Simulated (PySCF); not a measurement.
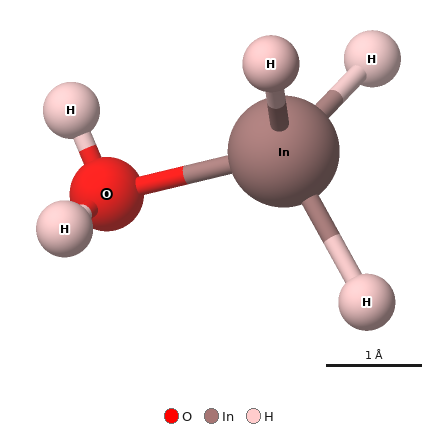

**Figure 1.** The starting structure (ball-and-stick view, seen at a tilt). Sticks mark near contacts. Bond lengths as drawn: H–In 1.81 to 1.84 Å, H–O 0.93 to 0.96 Å and In–O 2.05 Å.

# Run report: InH₅O, geometry relaxation (part 1 of 2)

- system: InH₅O
- method: PBE0/def2-TZVP, RKS, dispersion D4, core potentials def2-svp (PySCF 2.14.0)

The geometry: force field.

**The program's output**
```
[file] SyntaxWarning: invalid escape sequence '\W'
  S = {(paw_set(r)[0], bool(re.search(r"spin_orbit\W+true|paw_fr", str((r.get("files") or {}).get("input") or "")) or re.search("(?i)spin.orbit\W+(value\W+)?(true|yes)|value\W+spin-orbit", json.dumps(r.get("inputs"), default=str)))) for r in records}

#|     Arguments passed to driver run_optimizer():      |#
customengine              <pyscf.geomopt.geometric_solver.PySCFEngine object>
maxiter                   100
----------------------------------------------------------
Custom engine selected.
Bonds will be generated from interatomic distances less than 1.20 times sum of covalent radii
21 internal coordinates being used (instead of 21 Cartesians)
Internal coordinate system (atoms numbered from 1):
Distance 1-2
Distance 1-3
Distance 1-4
Distance 2-5
Distance 2-6
Distance 2-7
Angle 2-1-3
Angle 2-1-4
Angle 3-1-4
Angle 1-2-5
Angle 1-2-6
Angle 1-2-7
Angle 5-2-6
Angle 5-2-7
Angle 6-2-7
Dihedral 3-1-2-5
Dihedral 3-1-2-6
Dihedral 3-1-2-7
Dihedral 4-1-2-5
Dihedral 4-1-2-6
Dihedral 4-1-2-7
Translation-X 1-7
Translation-Y 1-7
Translation-Z 1-7
Rotation-A 1-7
Rotation-B 1-7
Rotation-C 1-7
<class 'geometric.internal.Distance'> : 6
<class 'geometric.internal.Angle'> : 9
<class 'geometric.internal.Dihedral'> : 6
<class 'geometric.internal.TranslationX'> : 1
<class 'geometric.internal.TranslationY'> : 1
<class 'geometric.internal.TranslationZ'> : 1
<class 'geometric.internal.RotationA'> : 1
<class 'geometric.internal.RotationB'> : 1
<class 'geometric.internal.RotationC'> : 1
> ===== Optimization Info: ====
> Job type: Energy minimization
> Maximum number of optimization cycles: 100
> Initial / maximum trust radius (Angstrom): 0.100 / 0.300
> Convergence Criteria:
> Will converge when all 5 criteria are reached:
>  |Delta-E| < 1.00e-06
>  RMS-Grad  < 3.00e-04
>  Max-Grad  < 4.50e-04
>  RMS-Disp  < 1.20e-03
>  Max-Disp  < 1.80e-03
> === End Optimization Info ===

Geometry optimization cycle 1
Cartesian coordinates (Angstrom)
 Atom        New coordinates             dX        dY        dZ
   O  -0.017500  -1.390900  -0.109000    0.000000  0.000000  0.000000
  In   0.149600   0.651800  -0.143600    0.000000  0.000000  0.000000
   H   0.217700  -1.618000   0.762900   -0.000000  0.000000 -0.000000
   H  -0.971600  -1.476300  -0.095800    0.000000  0.000000  0.000000
   H  -0.533000   1.310800  -1.694600    0.000000 -0.000000  0.000000
   H  -0.720700   1.384400   1.268200    0.000000  0.000000  0.000000
   H   1.936800   1.070200  -0.033900    0.000000  0.000000  0.000000

WARN: Mole.unit (angstrom) is changed to Bohr

converged SCF energy = -268.247515125712
--------------- DFRKS_Scanner gradients ---------------
         x                y                z
0 O     0.0166675002     0.0312304435     0.0230761541
1 In    -0.0211941471    -0.0981290085     0.0104530467
2 H    -0.0171089349     0.0160970362    -0.0359155010
3 H     0.0109510630     0.0088370065     0.0068826937
4 H    -0.0025115624     0.0142429487    -0.0106456835
5 H    -0.0023628130     0.0154997579     0.0061630380
6 H     0.0155568334     0.0122225391    -0.0000149375
----------------------------------------------
cycle 1: E = -268.247515126  dE = -268.248  norm(grad) = 0.122712
Step    0 : Gradient = 4.638e-02/1.009e-01 (rms/max) Energy = -268.2475151257
Hessian Eigenvalues: 2.30000e-02 5.00000e-02 5.00000e-02 ... 1.60000e-01 5.59047e-01 6.21635e-01

Geometry optimization cycle 2
Cartesian coordinates (Angstrom)
 Atom        New coordinates             dX        dY        dZ
   O  -0.050329  -1.401853  -0.081095   -0.032829 -0.010953  0.027905
  In   0.196862   0.858802  -0.166518    0.047262  0.207002 -0.022918
   H   0.230784  -1.698480   0.795119    0.013084 -0.080480  0.032219
   H  -1.005487  -1.561686  -0.113633   -0.033887 -0.085386 -0.017833
   H  -0.511367   1.304065  -1.668293    0.021633 -0.006735  0.026307
   H  -0.695098   1.357691   1.234674    0.025602 -0.026709 -0.033526
   H   1.896088   1.073407  -0.045967   -0.040712  0.003207 -0.012067
converged SCF energy = -268.277155279639
--------------- DFRKS_Scanner gradients ---------------
         x                y                z
0 O     0.0077356228     0.0075516913    -0.0053987243
1 In    -0.0042067298    -0.0274708404     0.0013587341
2 H    -0.0000717131     0.0006595113     0.0030810247
3 H    -0.0048632892     0.0016870981     0.0008607949
4 H     0.0033298996     0.0056252391     0.0042548501
5 H     0.0029830693     0.0061999532    -0.0033178384
6 H    -0.0049075068     0.0057494103    -0.0008392398
----------------------------------------------
cycle 2: E = -268.27715528  dE = -0.0296402  norm(grad) = 0.0336809
Step    1 : Displace = 9.967e-02/2.136e-01 (rms/max) Trust = 1.000e-01 (=) Grad = 1.273e-02/2.782e-02 (rms/max) E (change) = -268.2771552796 (-2.964e-02) Quality = 1.160
Hessian Eigenvalues: 2.29998e-02 5.00000e-02 5.00000e-02 ... 1.66811e-01 5.62123e-01 6.39602e-01

Geometry optimization cycle 3
Cartesian coordinates (Angstrom)
 Atom        New coordinates             dX        dY        dZ
   O  -0.060835  -1.322037  -0.070199   -0.010507  0.079817  0.010896
  In   0.225513   1.024667  -0.172180    0.028650  0.165865 -0.005662
   H   0.235226  -1.651260   0.792985    0.004443  0.047220 -0.002135
   H  -1.004110  -1.520941  -0.121995    0.001377  0.040745 -0.008362
   H  -0.555017   1.199196  -1.709091   -0.043649 -0.104869 -0.040799
   H  -0.731598   1.218400   1.269184   -0.036499 -0.139292  0.034510
   H   1.952361   0.983715  -0.034363    0.056273 -0.089692  0.011604
converged SCF energy = -268.283539395362
--------------- DFRKS_Scanner gradients ---------------
         x                y                z
0 O     0.0010440471     0.0072217778    -0.0065298853
1 In    -0.0009904813    -0.0025986964     0.0005883124
2 H     0.0024101848    -0.0020462945     0.0067469198
3 H    -0.0027975130     0.0002236564    -0.0001665805
4 H    -0.0004866547    -0.0005962917    -0.0007209093
5 H    -0.0003163497    -0.0013888134     0.0000381468
6 H     0.0011374303    -0.0008126912     0.0000441653
----------------------------------------------
cycle 3: E = -268.283539395  dE = -0.00638412  norm(grad) = 0.0131333
Step    2 : Displace = 1.113e-01/1.685e-01 (rms/max) Trust = 1.414e-01 (+) Grad = 4.964e-03/9.792e-03 (rms/max) E (change) = -268.2835393954 (-6.384e-03) Quality = 1.068
Hessian Eigenvalues: 2.30002e-02 5.00000e-02 5.00000e-02 ... 1.94893e-01 5.61103e-01 6.39334e-01

Geometry optimization cycle 4
Cartesian coordinates (Angstrom)
 Atom        New coordinates             dX        dY        dZ
   O  -0.063753  -1.345357  -0.068715   -0.002918 -0.023320  0.001484
  In   0.224475   1.020284  -0.170645   -0.001038 -0.004384  0.001535
   H   0.230316  -1.676704   0.787018   -0.004910 -0.025444 -0.005967
   H  -1.002626  -1.551076  -0.122003    0.001483 -0.030135 -0.000009
   H  -0.549528   1.217169  -1.706106    0.005488  0.017973  0.002985
   H  -0.725683   1.263487   1.270082    0.005914  0.045087  0.000898
   H   1.948296   1.003748  -0.035300   -0.004064  0.020033 -0.000937
converged SCF energy = -268.283872040702
--------------- DFRKS_Scanner gradients ---------------
         x                y                z
0 O     0.0006231788     0.0028818050    -0.0016976258
1 In    -0.0002517750    -0.0037902689    -0.0000038310
2 H    -0.0000608136    -0.0000204333     0.0011095396
3 H    -0.0000464310     0.0004994453     0.0004848681
4 H    -0.0001123182     0.0002860264    -0.0003256357
5 H    -0.0004322887    -0.0000336371     0.0004895160
6 H     0.0002815829     0.0001795876    -0.0000561727
----------------------------------------------
cycle 4: E = -268.283872041  dE = -0.000332645  norm(grad) = 0.00533566
Step    3 : Displace = 2.684e-02/4.575e-02 (rms/max) Trust = 2.000e-01 (+) Grad = 2.017e-03/3.799e-03 (rms/max) E (change) = -268.2838720407 (-3.326e-04) Quality = 1.250
Hessian Eigenvalues: 2.29916e-02 4.99984e-02 5.00000e-02 ... 2.10421e-01 5.65390e-01 6.52072e-01

Geometry optimization cycle 5
Cartesian coordinates (Angstrom)
 Atom        New coordinates             dX        dY        dZ
   O  -0.067928  -1.356637  -0.065863   -0.004175 -0.011280  0.002852
  In   0.225514   1.043297  -0.168001    0.001039  0.023013  0.002644
   H   0.228590  -1.696426   0.780606   -0.001726 -0.019722 -0.006411
   H  -1.001334  -1.576785  -0.126684    0.001292 -0.025709 -0.004681
   H  -0.549239   1.217071  -1.702359    0.000290 -0.000098  0.003748
   H  -0.720221   1.292137   1.269941    0.005462  0.028650 -0.000141
   H   1.945982   1.008523  -0.033379   -0.002314  0.004774  0.001921
converged SCF energy = -268.28404883035
--------------- DFRKS_Scanner gradients ---------------
         x                y                z
0 O     0.0002708466    -0.0006659617     0.0020452079
1 In     0.0001854662    -0.0010813061    -0.0001053458
2 H    -0.0014385527     0.0013621767    -0.0027510877
3 H     0.0013418679     0.0005121781     0.0006106246
4 H     0.0001262869    -0.0000211264     0.0002534975
5 H    -0.0000772113    -0.0001434150    -0.0000012566
6 H    -0.0004072767     0.0000398551    -0.0000510629
----------------------------------------------
cycle 5: E = -268.28404883  dE = -0.00017679  norm(grad) = 0.00448564
Step    4 : Displace = 1.965e-02/2.957e-02 (rms/max) Trust = 2.828e-01 (+) Grad = 1.695e-03/3.390e-03 (rms/max) E (change) = -268.2840488304 (-1.768e-04) Quality = 1.218
Hessian Eigenvalues: 2.29064e-02 3.21681e-02 5.00000e-02 ... 2.11944e-01 5.65084e-01 7.34259e-01

Geometry optimization cycle 6
Cartesian coordinates (Angstrom)
 Atom        New coordinates             dX        dY        dZ
   O  -0.070596  -1.364516  -0.063987   -0.002667 -0.007879  0.001876
  In   0.224606   1.054005  -0.166177   -0.000908  0.010708  0.001824
   H   0.229974  -1.711603   0.779872    0.001384 -0.015176 -0.000734
   H  -1.002074  -1.594255  -0.131893   -0.000739 -0.017469 -0.005209
   H  -0.550788   1.221011  -1.703112   -0.001550  0.003939 -0.000754
   H  -0.717842   1.313697   1.271498    0.002380  0.021560  0.001557
   H   1.947908   1.012488  -0.032011    0.001926  0.003966  0.001368
converged SCF energy = -268.28409679662
--------------- DFRKS_Scanner gradients ---------------
         x                y                z
0 O     0.0002728143    -0.0009999496     0.0009295230
1 In    -0.0001214118    -0.0001823496     0.0001479408
2 H    -0.0005361469     0.0007637302    -0.0012127134
3 H     0.0002896069     0.0002968172     0.0002013262
4 H    -0.0001006764     0.0000537235    -0.0001624043
5 H    -0.0000718911     0.0000021192     0.0000550279
6 H     0.0002692732     0.0000681704     0.0000418233
----------------------------------------------
cycle 6: E = -268.284096797  dE = -4.79663e-05  norm(grad) = 0.00216533
Step    5 : Displace = 1.347e-02/2.203e-02 (rms/max) Trust = 3.000e-01 (+) Grad = 8.184e-04/1.530e-03 (rms/max) E (change) = -268.2840967966 (-4.797e-05) Quality = 1.208
Hessian Eigenvalues: 2.21861e-02 2.63951e-02 5.00000e-02 ... 2.14447e-01 5.66422e-01 6.38143e-01

Geometry optimization cycle 7
Cartesian coordinates (Angstrom)
 Atom        New coordinates             dX        dY        dZ
   O  -0.071240  -1.365230  -0.063024   -0.000644 -0.000715  0.000963
  In   0.224146   1.058936  -0.165538   -0.000460  0.004931  0.000639
   H   0.230839  -1.717347   0.779761    0.000865 -0.005745 -0.000111
   H  -1.001319  -1.600706  -0.134863    0.000754 -0.006451 -0.002969
   H  -0.550384   1.221355  -1.702069    0.000404  0.000344  0.001043
   H  -0.716597   1.321912   1.272043    0.001244  0.008214  0.000545
   H   1.945564   1.011615  -0.032185   -0.002345 -0.000873 -0.000174
converged SCF energy = -268.284104639267
--------------- DFRKS_Scanner gradients ---------------
         x                y                z
0 O     0.0000819411    -0.0006219661    -0.0001931643
1 In     0.0001488861     0.0002547866    -0.0000268267
2 H    -0.0000051796     0.0002030033     0.0000419436
3 H    -0.0000810477     0.0001785129     0.0000893208
4 H     0.0000392819    -0.0000158257     0.0000619757
5 H    -0.0000205742    -0.0000205033     0.0000214480
6 H    -0.0001617003     0.0000242298     0.0000057893
----------------------------------------------
cycle 7: E = -268.284104639  dE = -7.84265e-06  norm(grad) = 0.000801116
Step    6 : Displace = 5.188e-03/8.468e-03 (rms/max) Trust = 3.000e-01 (=) Grad = 3.028e-04/6.564e-04 (rms/max) E (change) = -268.2841046393 (-7.843e-06) Quality = 1.140
Hessian Eigenvalues: 1.97444e-02 2.58817e-02 5.00000e-02 ... 2.14301e-01 5.66656e-01 6.70536e-01

Geometry optimization cycle 8
Cartesian coordinates (Angstrom)
 Atom        New coordinates             dX        dY        dZ
   O  -0.071473  -1.364497  -0.062119   -0.000232  0.000733  0.000904
  In   0.223445   1.060098  -0.165033   -0.000701  0.001162  0.000505
   H   0.230926  -1.719934   0.779620    0.000087 -0.002587 -0.000141
   H  -1.000455  -1.603759  -0.136540    0.000864 -0.003054 -0.001677
   H  -0.550926   1.221760  -1.701899   -0.000542  0.000405  0.000170
   H  -0.716260   1.325654   1.272231    0.000337  0.003743  0.000188
   H   1.945564   1.010944  -0.032192    0.000001 -0.000671 -0.000007
converged SCF energy = -268.284107578996
--------------- DFRKS_Scanner gradients ---------------
         x                y                z
0 O     0.0000493960    -0.0003942814    -0.0005544748
1 In    -0.0000282393     0.0003028715     0.0000273221
2 H     0.0001001733    -0.0000029685     0.0004102312
3 H    -0.0001549416     0.0001148595     0.0001003555
4 H     0.0000248709    -0.0000051605     0.0000348552
5 H     0.0000210389    -0.0000252732    -0.0000375424
6 H    -0.0000106761     0.0000121791     0.0000197374
----------------------------------------------
cycle 8: E = -268.284107579  dE = -2.93973e-06  norm(grad) = 0.000888382
Step    7 : Displace = 2.335e-03/3.863e-03 (rms/max) Trust = 3.000e-01 (=) Grad = 3.358e-04/6.822e-04 (rms/max) E (change) = -268.2841075790 (-2.940e-06) Quality = 1.653
Hessian Eigenvalues: 1.04926e-02 2.59510e-02 4.25402e-02 ... 2.14647e-01 5.66436e-01 8.21433e-01

Geometry optimization cycle 9
Cartesian coordinates (Angstrom)
 Atom        New coordinates             dX        dY        dZ
   O  -0.071984  -1.360592  -0.058951   -0.000511  0.003905  0.003169
  In   0.221654   1.062162  -0.163381   -0.001791  0.002064  0.001652
   H   0.231105  -1.726247   0.778684    0.000179 -0.006314 -0.000936
   H  -0.997179  -1.611587  -0.142311    0.003276 -0.007828 -0.005771
   H  -0.552312   1.221648  -1.701261   -0.001386 -0.000112  0.000639
   H  -0.715547   1.336122   1.273718    0.000713  0.010468  0.001487
   H   1.944385   1.007775  -0.032647   -0.001179 -0.003169 -0.000455
converged SCF energy = -268.284114374191
--------------- DFRKS_Scanner gradients ---------------
         x                y                z
0 O     0.0000746007     0.0001401879    -0.0009773162
1 In    -0.0001246349     0.0002675798     0.0000520647
2 H     0.0001805625    -0.0003438511     0.0008397236
3 H    -0.0002450823    -0.0000443466     0.0001414596
4 H     0.0000033486     0.0000191768    -0.0000556116
5 H     0.0000232639    -0.0000153694    -0.0000176112
6 H     0.0000896509    -0.0000211754     0.0000178041
```
